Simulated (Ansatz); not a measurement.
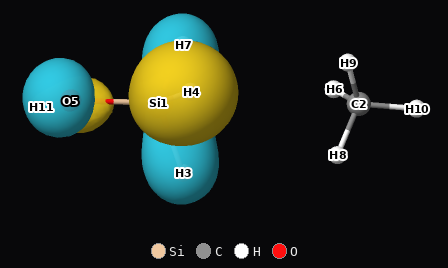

H$_{4}$OSi···CH$_{4}$. The HOMO−1 at ±0.15 Å⁻³ᐟ² (yellow and cyan are the two phases), seen from one side.

The product side of a reaction path; geometry: PBE0-D4/def2-TZVP.

All numbers below come from RKS PBE0-D4/def2-TZVPP in Ansatz.

```xyz
11

Si   -0.8141    1.0624   -0.6452
C     1.3352   -1.5525    0.9178
H    -0.9548    1.1517    0.8342
H     0.6050    1.2318   -1.0301
O    -1.6334    2.2742   -1.4056
H     0.2936   -1.8560    0.8130
H    -1.3007   -0.2782   -1.0723
H     1.3885   -0.6069    1.4569
H     1.7820   -1.4356   -0.0692
H     1.8789   -2.3160    1.4735
H    -2.5803    2.3249   -1.2727
```

**What is the character of this orbital?**

By Hirshfeld shares it lies mainly on Si1 (about 30 %), H4 (about 25 %), O5 (about 20 %), H3 (about 10 %) and H7 (about 10 %). Its energy is −9.30 eV.
